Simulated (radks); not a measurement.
## Ba: atomic calculation

- system: the neutral barium atom in the configuration [Xe] 6s2.
- method: scalar-relativistic Kohn-Sham, LDA (Slater exchange, VWN5 correlation), spin-polarised, spherical densities, point nucleus (the in-house radial solver radks)

**The input**
```
Z 56
configuration [Xe] 6s2 5d0 6p0 7s0
relativity scalar-relativistic
functional lda,vwn5
spin polarised
nucleus point
c 137.035999084
```

Energies in input and log are in hartree, lengths in bohr.

**The program's output**
```
1s      1   1.0000       -1367.84128905
2s      1   1.0000        -216.23970783
2p      1   3.0000        -194.00552090
3s      1   1.0000         -45.62738545
3p      1   3.0000         -38.49869270
3d      1   5.0000         -28.11677614
4s      1   1.0000          -8.93978894
4p      1   3.0000          -6.63786237
4d      1   5.0000          -3.29497299
5s      1   1.0000          -1.24249139
5p      1   3.0000          -0.69122076
6s      1   1.0000          -0.12295840
5d      1   0.0000          -0.07840843
6p      1   0.0000          -0.04697487
7s      1   0.0000          -0.00362910
1s      2   1.0000       -1367.84128905
2s      2   1.0000        -216.23970783
2p      2   3.0000        -194.00552090
3s      2   1.0000         -45.62738545
3p      2   3.0000         -38.49869270
3d      2   5.0000         -28.11677614
4s      2   1.0000          -8.93978894
4p      2   3.0000          -6.63786237
4d      2   5.0000          -3.29497299
5s      2   1.0000          -1.24249139
5p      2   3.0000          -0.69122076
6s      2   1.0000          -0.12295840
5d      2   0.0000          -0.07840843
6p      2   0.0000          -0.04697487
7s      2   0.0000          -0.00362910
Etot -8129.333562563252
Ekin 8580.007841613566
Encl -19676.76083097751
Eh 3158.6162640848825
Exc -191.19683728419068
err 2.938614769414369e-10
it 14
```

**Orbitals**

```
orbital  occupation  energy (eV)  ⟨r⟩ (bohr)  outer maximum (bohr)
  1s up           1     −37220.9     0.02560                0.0164
1s down           1     −37220.9     0.02560                0.0164
  2s up           1      −5884.2      0.1098                0.0930
2s down           1      −5884.2      0.1098                0.0930
  2p up           3      −5279.2     0.09622                0.0746
2p down           3      −5279.2     0.09622                0.0746
  3s up           1      −1241.6      0.2924                 0.267
3s down           1      −1241.6      0.2924                 0.267
  3p up           3      −1047.6      0.2903                 0.261
3p down           3      −1047.6      0.2903                 0.261
  3d up           5     −765.096      0.2667                 0.215
3d down           5     −765.096      0.2667                 0.215
  4s up           1     −243.264      0.6742                 0.625
4s down           1     −243.264      0.6742                 0.625
  4p up           3     −180.625      0.7160                 0.654
4p down           3     −180.625      0.7160                 0.654
  4d up           5      −89.661      0.8010                 0.695
4d down           5      −89.661      0.8010                 0.695
  5s up           1      −33.810       1.635                  1.47
5s down           1      −33.810       1.635                  1.47
  5p up           3      −18.809       1.921                  1.67
5p down           3      −18.809       1.921                  1.67
  6s up           1       −3.346       4.720                  4.06
6s down           1       −3.346       4.720                  4.06
  5d up           0       −2.134       3.526                  2.51
5d down           0       −2.134       3.526                  2.51
  6p up           0       −1.278       6.362                  5.39
6p down           0       −1.278       6.362                  5.39
  7s up           0       −0.099       14.90                  11.5
7s down           0       −0.099       14.90                  11.5
```

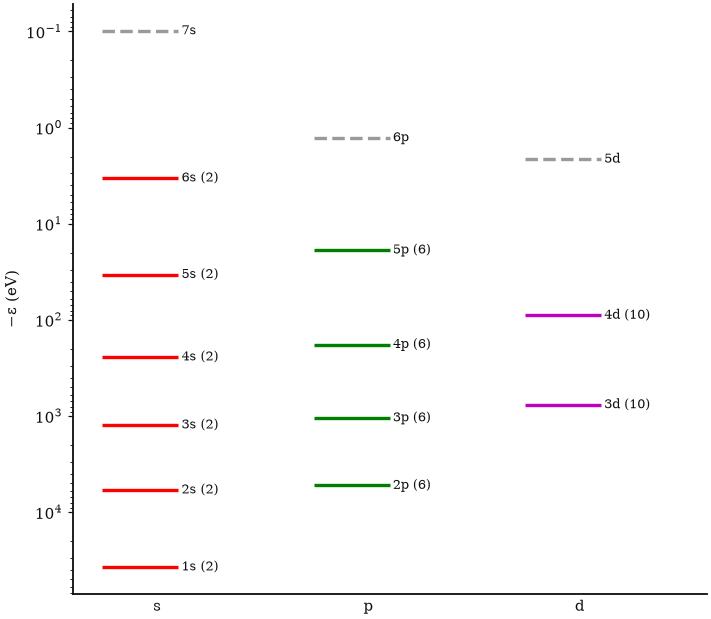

The occupied levels and a few empty ones, on a logarithmic scale of binding energy, are drawn by angular momentum (occupations in brackets, empty levels dashed). The highest occupied level is 6s at −3.35 eV. The highest 3 occupied levels, from the top down, are 6s (−3.35 eV), 5p (−18.8 eV), 5s (−33.8 eV). The lowest empty level drawn is 5d at −2.13 eV.

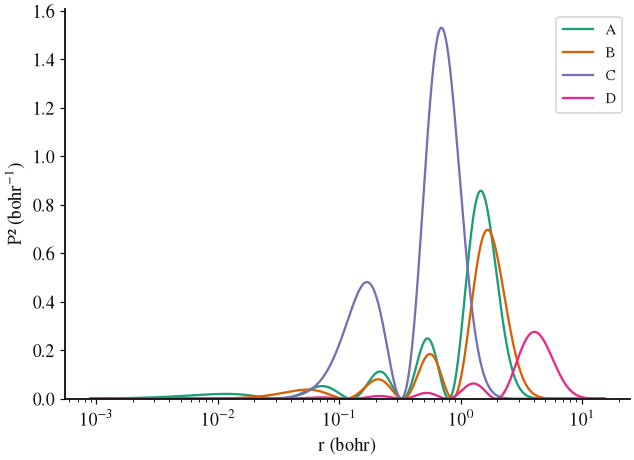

The radial probability densities P² of 4d, 5s, 5p and 6s. A is 5s; B is 5p; C is 4d; D is 6s. 4d: outer maximum at 0.695 bohr, ⟨r⟩ = 0.801 bohr, 1 node, eigenvalue −89.7 eV; 5s: outer maximum at 1.47 bohr, ⟨r⟩ = 1.64 bohr, 4 nodes, eigenvalue −33.8 eV; 5p: outer maximum at 1.67 bohr, ⟨r⟩ = 1.92 bohr, 3 nodes, eigenvalue −18.8 eV; 6s: outer maximum at 4.06 bohr, ⟨r⟩ = 4.72 bohr, 5 nodes, eigenvalue −3.35 eV.

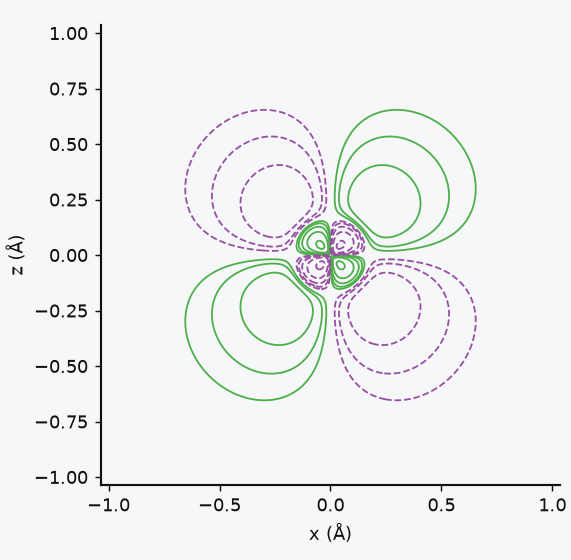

One occupied orbital is shown. In the xz plane through the nucleus, contours of ψ are drawn, solid for positive and dashed for negative values, each about twice the one before. (1 bohr = 0.529 Å.) The radial function comes from the spherical calculation and is multiplied by a real spherical harmonic; the overall sign is chosen so that the largest lobe of P(r) is positive; at the scalar-relativistic level it is the large component. It is 4d(xz). It has the nodal planes xy and yz and 1 radial node, at r = 0.324 bohr. The outermost maximum of P² lies at 0.695 bohr, ⟨r⟩ = 0.801 bohr, 90 % of the charge lies within 1.21 bohr, and the eigenvalue is −89.7 eV, with 10 electrons in the shell.

**Results in brief**

- outcome: converged
- total energy: −8129.3336 hartree
- kinetic energy: 8580.0078 hartree
- electron–nucleus energy: −19676.7608 hartree
- Hartree energy: 3158.6163 hartree
- exchange–correlation energy: −191.196837 hartree
- radius at density 0.001 e/bohr³: 5.48 bohr
- SCF iterations: 14
- hardware: 1 CPU thread, shared host
